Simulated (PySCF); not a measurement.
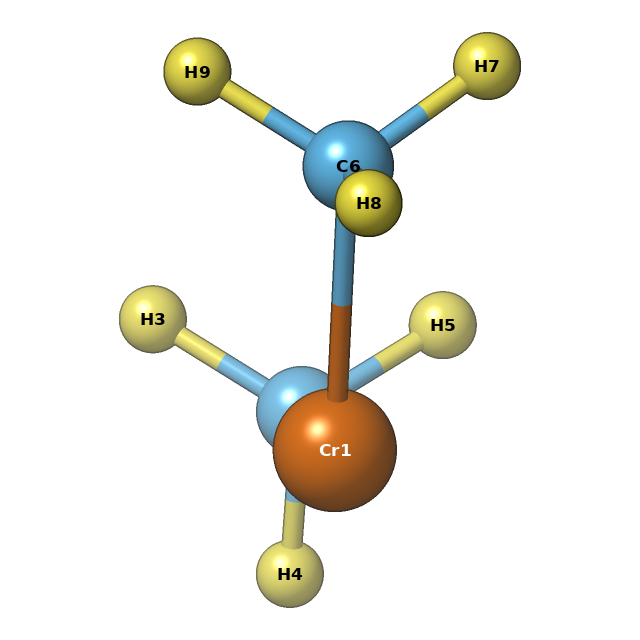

C2 lies behind Cr1. The molecule seen nearly along the Cr1–C2 bond, Cr1 in front. Atoms fade into the background with distance from the viewer. The species is neutral and a spin quintet. Computed geometry: PBE0-D3(BJ)/def2-SVP optimisation. No frequency run is at hand to confirm it as a minimum. Other spin states may lie lower.

What is the torsion angle C6–Cr1–C2–H3? The sign is positive where the front bond must turn clockwise to cover the back bond.

−59°, synclinal (gauche).
